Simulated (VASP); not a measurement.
Band structure of CaS (space group Fm-3m). All values below come from LDA (Ceperley-Alder, Perdew-Zunger), VASP's LDA PAW potentials (set 64) (plane waves; VASP).

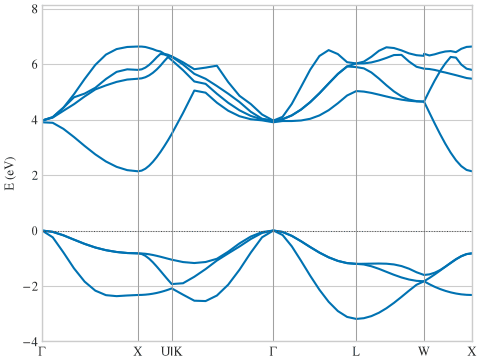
*Bands along high-symmetry lines, zero at the valence-band maximum or, without a gap, the Fermi level*

**Question.** Read the plot: is there a gap, and where are the band edges?

**Answer.** The gap is indirect, 2.14 eV, from the valence maximum at Γ to the conduction minimum at X.

The structure is a typed CaS crystal (Fm-3m). The cell was not relaxed at this level.
